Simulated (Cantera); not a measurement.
A closed system holds: 1 mol CuO, 2.4 mol HF, a varied amount of H2, held at 750 °C and 3.70 Pa.

These are equilibrium values from Cantera (NASA tables, ideal gas, pure condensed phases), not measurements of a reactor. Candidate condensed phases: Cu, CuF2, CuO, Cu(OH)2, Cu2O, H2O; 27 gas species. Equilibrium is a limit: real reactors are often held back by kinetics, nucleation or transport.

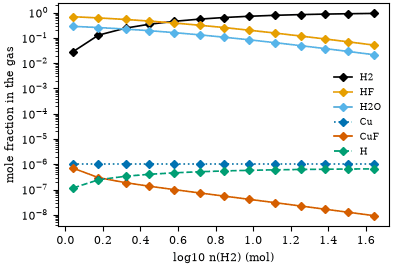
Figure. Equilibrium gas composition (values under 1e-9 drawn at 1e-9)

Task: Read off the mole fractions at 3.8 mol H2.

Result: H2 about 0.45, HF about 0.39, H2O about 0.16, Cu about 1.0e-6, H about 4.6e-7, CuF about 1.0e-7.
